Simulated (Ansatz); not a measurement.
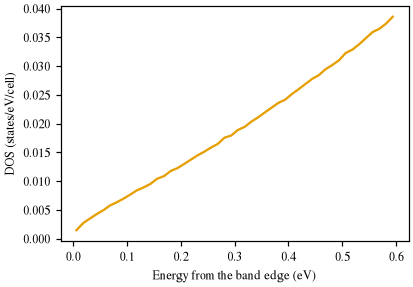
Fig. 1. Density of states of ZnO (P6_3mc) above the conduction band minimum, PBE with spin-orbit coupling, rigid bands (Ansatz, a first-principles code); cell volume 47.1 Å³.

**Question.** What effective density of states at 300 K does this give (∫ g(E) exp(−E/k_BT) dE, both spins, divided by the cell's size)?

**Answer.** 1.6e18 cm⁻³, a density-of-states mass of 0.161 mₑ, valleys and band degeneracy included.

Geometry: cell and atoms relaxed with PBEsol.
